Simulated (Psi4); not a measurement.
**InNH2Cl (SMILES [NH2][In][Cl]): UHF/STO-3G**

Aim: the vertical ionisation energy of InNH2Cl at UHF/STO-3G, from 2 runs. 

The results are computed with Psi4 1.11.

## (1) Starting point

InNH2Cl has 5 atoms, charge 0, and is taken as a doublet. SMILES: `[NH2][In][Cl]`. The coordinates come from a PBE0-D4/def2-TZVP relaxation. This is one conformer, not always the lowest.

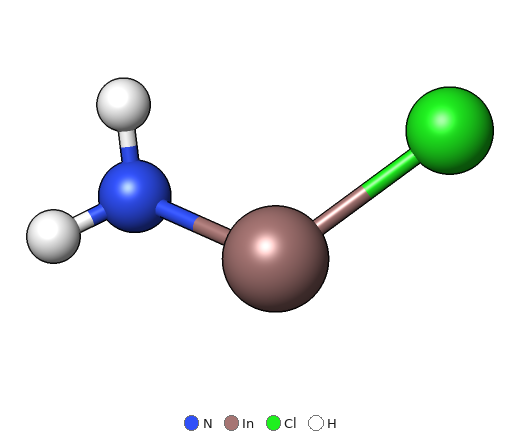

Viewed from a chosen angle; nitrogen blue, indium brown, chlorine green, hydrogen white.

## (2) A single-point energy at UHF/STO-3G

calc.dat

```
memory 2200 mb

molecule {
  0 2
  N     -0.142600     0.808600    -0.493900
  In    -0.411600    -1.217800    -0.153300
  Cl     1.391500    -2.211500     1.018700
  H     -0.999700     1.283800    -0.756700
  H      0.212300     1.263200     0.343800
  symmetry c1
}

set {
  reference     uhf
  puream        true
  e_convergence 1e-09
  d_convergence 1e-08
  scf_type      pk
  maxiter       100
}

result, w = energy('scf/STO-3G', return_wfn=True)
oeprop(w, 'MULLIKEN_CHARGES', 'WIBERG_LOWDIN_INDICES', 'MAYER_INDICES', title='SCF')
print_variables()
```

Launch:

```console
$ psi4 calc.dat calc.out -n 1
```

calc.out, shortened:

```text
[...]
  Running in c1 symmetry.
[...]
  Nuclear repulsion =  322.390401142851715
[...]
  Multiplicity = 2
[...]
  Nalpha       = 38
  Nbeta        = 37
[...]
    Number of basis functions: 43
[...]
   @UHF iter   1: -6191.98710678512089   -3.42854e+00   1.54493e-02 DIIS/ADIIS
[...]
   @UHF iter  15: -6192.42402627911542    3.63798e-12   4.90763e-09 DIIS
[...]
   @S^2 Observed:                7.565994610E-01
[...]
    Orbital Energies [Eh]
    ---------------------
    Alpha Occupied:
       1A   -986.870361     2A   -146.007540     3A   -138.018493
       4A   -138.017998     5A   -138.017401     6A   -103.544107
       7A    -27.699373     8A    -24.717454     9A    -24.715258
      10A    -24.713275    11A    -16.583704    12A    -16.583466
      13A    -16.582094    14A    -16.579725    15A    -16.578841
      16A    -15.229501    17A    -10.242929    18A     -7.686601
      19A     -7.681881    20A     -7.681864    21A     -4.253344
      22A     -3.072204    23A     -3.066682    24A     -3.060391
      25A     -1.030302    26A     -0.924544    27A     -0.572658
      28A     -0.569844    29A     -0.564967    30A     -0.564005
      31A     -0.560954    32A     -0.533484    33A     -0.442450
      34A     -0.375006    35A     -0.338600    36A     -0.333298
[...]
  @UHF Final Energy: -6192.42402627911542
   => Energetics <=
    Nuclear Repulsion Energy =            322.3904011428517151
    One-Electron Energy =               -9220.9563737168900843
    Two-Electron Energy =                2706.1419462949234003
    Total Energy =                      -6192.4240262791154237
  UHF NO Occupations:
  HONO-2 :   36  A 1.9996361
  HONO-1 :   37  A 1.9973278
[...]
 Multipole Moments:
 ------------------------------------------------------------------------------------
     Multipole            Electronic (a.u.)      Nuclear  (a.u.)        Total (a.u.)
 ------------------------------------------------------------------------------------
 L = 1.  Multiply by 2.5417464519 to convert [e a0] to [Debye]
 Dipole X            :         -6.1898125            4.4333976           -1.7564148
 Dipole Y            :         -5.1768039            5.4525214            0.2757174
 Dipole Z            :         -2.5651304            2.0965757           -0.4685547
 Magnitude           :                                                    1.8386290
[...]
  Mulliken Charges: (a.u.)
   Center  Symbol    Alpha    Beta     Spin     Total
       1     N     3.84665  3.70873  0.13792 -0.55538
       2    IN    24.50027 23.68132  0.81895  0.81841
       3    CL     8.78007  8.72626  0.05382 -0.50633
       4     H     0.43452  0.44413 -0.00961  0.12136
       5     H     0.43849  0.43956 -0.00107  0.12195
   Total alpha = 38.00000, Total beta = 37.00000, Total charge =  0.00000
  Mayer Bond Indices:
  Total Bond Index:
[...]
```

Run time: 5.1 s. Hardware: 1 thread of Intel Xeon at 2.50GHz (Skylake/Cascade Lake), shared host; peak memory 0.19 GiB.

## (3) The singlet cation: energy and gradient at HF/STO-3G

input.inp

```
memory 2.2 GB

molecule {
  1 1
  N     -0.26947495     1.52803254    -0.93333573
  In    -0.77781127    -2.30130847    -0.28969501
  Cl     2.62955390    -4.17912932     1.92506400
  H     -1.88915921     2.42603040    -1.42995576
  H      0.40118886     2.38710204     0.64968784
  units au
  symmetry c1
  no_reorient
  no_com
}

set basis STO-3G
set puream true
set e_convergence 1e-09
set d_convergence 1e-08
set scf_type pk

e_tot, wfn = gradient("scf", return_wfn=True)
oeprop(wfn, "DIPOLE", "WIBERG_LOWDIN_INDICES", "MAYER_INDICES")
```

Launch:

```console
$ psi4 input.inp input.out -n 1
```

input.out, shortened:

```text
[...]
  Running in c1 symmetry.
[...]
  Nuclear repulsion =  322.390401860018017
[...]
  Multiplicity = 1
[...]
  Nalpha       = 37
  Nbeta        = 37
[...]
    Number of basis functions: 43
[...]
   @RHF iter   1: -6191.71705570618360   -3.15848e+00   1.72252e-02 DIIS/ADIIS
[...]
   @RHF iter  13: -6192.22352501347996    4.54747e-12   4.73899e-09 DIIS
[...]
  @RHF Final Energy: -6192.22352501347996
   => Energetics <=
    Nuclear Repulsion Energy =            322.3904018600180166
    One-Electron Energy =               -9198.5296507612074492
    Two-Electron Energy =                2683.9157238877082818
    Total Energy =                      -6192.2235250134799571
[...]
  -Total Gradient:
     Atom            X                  Y                   Z
    ------   -----------------  -----------------  -----------------
       1        0.016256492221     0.073086710181     0.013426172378
       2       -0.061972960495    -0.042904654574    -0.024790247043
       3        0.037301198798    -0.004749114594     0.022699927934
       4        0.011520107728    -0.017955414010     0.006422469428
       5       -0.003104838010    -0.007477527370    -0.017758322752
[...]
 Multipole Moments:
 ------------------------------------------------------------------------------------
     Multipole            Electronic (a.u.)      Nuclear  (a.u.)        Total (a.u.)
 ------------------------------------------------------------------------------------
 L = 1.  Multiply by 2.5417464519 to convert [e a0] to [Debye]
 Dipole X            :         -5.7376891            3.2153691           -2.5223200
 Dipole Y            :        166.1825986         -168.2999532           -2.1173547
 Dipole Z            :        -12.0089230           11.2174145           -0.7915086
 Magnitude           :                                                    3.3870008
[...]
```

It took 7.8 s on 1 thread of Intel Xeon at 2.50GHz (Skylake/Cascade Lake), shared host; peak memory 0.2 GiB.

## (4) Results

At UHF/STO-3G:

```
                                           quantity           value
                      doublet InNH2Cl: total energy  -6192.42403 Eh
                     doublet InNH2Cl: dipole moment          4.67 D
doublet InNH2Cl: HOMO energy (highest over α and β)        -5.83 eV
 doublet InNH2Cl: LUMO energy (lowest over α and β)         4.03 eV
                              doublet InNH2Cl: ⟨S²⟩           0.757
                       singlet cation: total energy  -6192.22353 Eh
                        singlet cation: HOMO energy       -14.10 eV
                        singlet cation: LUMO energy        -4.99 eV
                      singlet cation: HOMO–LUMO gap         9.11 eV
           singlet cation: largest force on an atom      4.080 eV/Å
 vertical ionisation energy (to the singlet cation)        5.456 eV
```

**Reading.** Removing an electron at fixed nuclei costs 5.46 eV (126 kcal/mol). Only the singlet of the ionised species was computed; a triplet could lie lower. In a minimal basis such a difference can be off by several eV, whatever the method. Mulliken charges (doublet InNH2Cl) run from -0.56 on N1 to +0.82 on In2; they depend strongly on the basis. Relativity is left out (doublet InNH2Cl) although the molecule holds a heavy atom. Relativity is left out (singlet cation) although the molecule holds a heavy atom.
